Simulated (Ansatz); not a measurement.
# Profile along the Os–Os line in Os (hcp, Mg type)

Os (hcp, Mg type), conventional cell a = 2.755 Å, b = 2.755 Å, c = 4.344 Å, α = 90.00°, β = 90.00°, γ = 120.00°. The calculation uses the primitive cell of 2 atoms, to which meshes and values per cell refer.

Fields along a shortest Os–Os line of a (-1 1 0 2) plane (2.75 Å), from Os to Os, interpolated on the slice's grid (step about 0.3 Å). These are PBE (plane waves to 420 eV, PAW, scalar-relativistic; Ansatz, an electronic-structure program) values and carry that method's errors. k mesh 19×19×11. Near the nuclei the fields are pseudised (PAW); where an atom keeps semicore shells as valence, they peak there. Os is run without spin polarisation. Os was relaxed with its symmetry unable to fall. Spin-orbit coupling is left out, though Os is heavy.

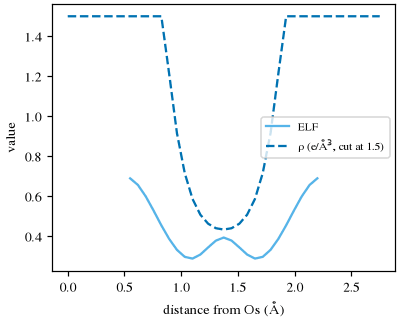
*ELF (away from the nuclei) and valence density from Os to Os.*

Density on the Os–Os line (2.75 Å) at its midpoint: 0.43 e/Å³. ELF at that point: 0.39.
